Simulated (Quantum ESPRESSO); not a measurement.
# Fe2Ge: energy over the lowest, ferro ++++ against volume, fitted and tested on a withheld row

System: Fe2Ge, 4 Fe and 2 Ge in the cell, space group P6_3/mmc. From the study “How volume moves the moments of Fe2Ge”.

Method: PBEsol; plane waves with GBRV 1.5 PBEsol potentials (Quantum ESPRESSO 7.5). Settings shared by all rows: cutoff 544.23 eV, 8×8×8 k-mesh, fermi-dirac occupations, smearing width 0.1 eV. Dashes mark runs that did not finish or were not started for lack of time.

The table, with one value held back:

```
volume (factor)  energy over the lowest, ferro ++++ (meV an atom)
           0.94                                               0.0
           0.97                                               2.7
              1                                              16.5
           1.03                                              39.4
           1.06                                              69.5
            1.1                                                 ?
```

Q: What energy over the lowest, ferro ++++ should the row at volume = 1.1 factor hold? Fit a suitable law to the other rows.

**Law.** Energy against volume follows the Birch–Murnaghan form, which is a polynomial in the Eulerian strain: second order (which fixes B′ at 4), a parabola in t = (V/1.03)^(−2/3) − 1. In symbols, E = c0 + c1 t + c2 t², with energy over the lowest, ferro ++++ in meV an atom.

**Fit.** Least squares on 5 rows gives c0 = 39.181, c1 = -1378.08 and c2 = 11983.9.

| volume (factor) | t | computed | fit | computed − fit |
| --- | --- | --- | --- | --- |
| 0.94 | 0.062852 | 0.0 | -0.09 | 0.09 |
| 0.97 | 0.040823 | 2.7 | 2.89 | -0.19 |
| 1 | 0.019901 | 16.5 | 16.50 | 0.00 |
| 1.03 | 0 | 39.4 | 39.18 | 0.22 |
| 1.06 | -0.018958 | 69.5 | 69.61 | -0.11 |

The slope vanishes at t = 0.0575, so the minimum lies at V = 1.03 × (1 + t)^(−3/2) = 0.9471. That is the minimum of this magnetic state alone.

Shape and fractional positions are held, so this modulus can lie above that of a cell free to relax.

**Prediction.** At volume = 1.1 factor, t = -0.042887, so the law predicts 120.33 meV an atom. The computed value is 119.4 meV an atom, 0.93 below the prediction. The row lies beyond the fitted rows, so this is an extrapolation. The miss is 6.3 times the rms residual of the fit, 0.15.

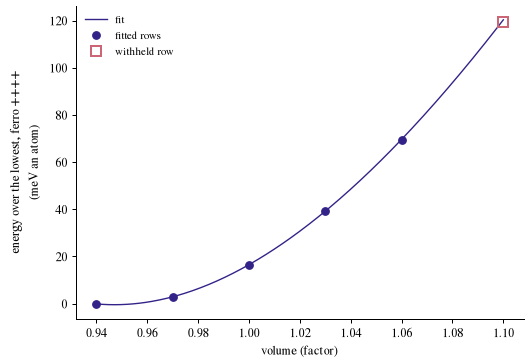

The rows, the fitted law and the withheld row.

[Logs and program files are shortened in this print: banners, set-up blocks, solver, clock and traceback lines can be left out without a mark of their own.]

[Logs are printed without paths, hosts, clocks, repeated set-up lines and the standing remarks that a program may print on its own settings, such as how far it seeks lower states.]

[Hosts, paths, dates, database ids (printed as entryN), source tags and the programs' standing remarks are cut or masked in the printed files.]

[Where a cell is said to come from a database of computed structures, the database is the Materials Project.]
